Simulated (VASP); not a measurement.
Band structure of ZrO2 (fluorite). These are optB88-vdW, VASP's PBE PAW potentials (set 64) (plane waves; VASP) values and carry that method's errors.

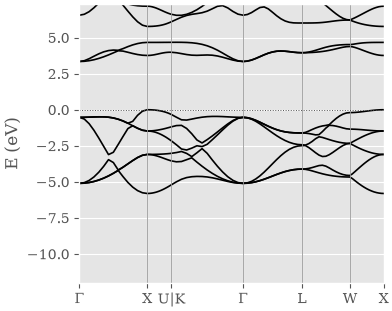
Bands along high-symmetry lines, zero at the valence-band maximum or, without a gap, the Fermi level

**Question.** Read the plot: is there a gap, and where are the band edges?

**Answer.** The gap is indirect, 3.35 eV, from the valence maximum at X to the conduction minimum at Γ. (Edges off the drawn lines would not show.)

The compound is ZrO2 in the fluorite structure, the high-temperature cubic form, which is unstable at 0 K; the monoclinic form is the stable one. It was relaxed first.
